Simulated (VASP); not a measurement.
Band structure of CoGa (CsCl type). Level of theory: optB88-vdW, VASP's PBE PAW potentials (set 64) (plane waves; VASP).

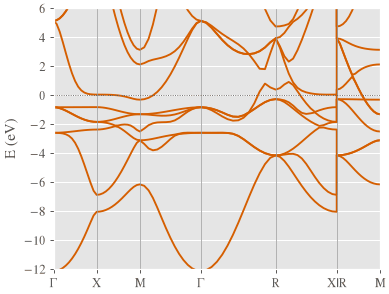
Bands along high-symmetry lines, zero at the valence-band maximum or, without a gap, the Fermi level

**Question.** Read the plot: is there a gap, and where are the band edges?

**Answer.** It has no gap at this level: it comes out as a metal or semimetal. (Edges off the drawn lines would not show.)

The compound is CoGa in the CsCl type structure. It was relaxed first. The run is not spin-polarised, so no magnetic state was tried.
